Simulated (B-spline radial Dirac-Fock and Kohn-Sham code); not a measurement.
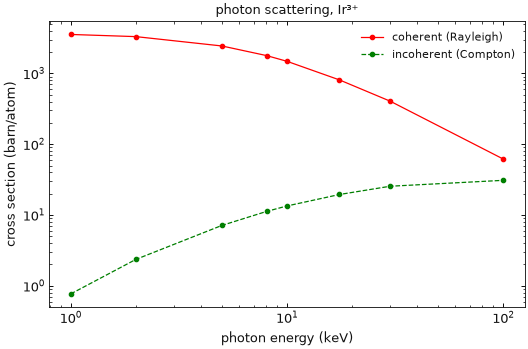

Coherent and incoherent photon scattering cross sections against photon energy, computed at the marked points and joined by straight lines. System: the ion Ir³⁺ in the configuration [Xe] 4f14 5d4 6s2, which is not the ground configuration. Level of theory: Thomson × f² and Klein–Nishina × S on Dirac–Fock densities, without anomalous dispersion; calculated with a B-spline radial atomic code.

### What are the two cross sections at 1.000 keV?

Coherent 3550 b, incoherent 0.768 b.
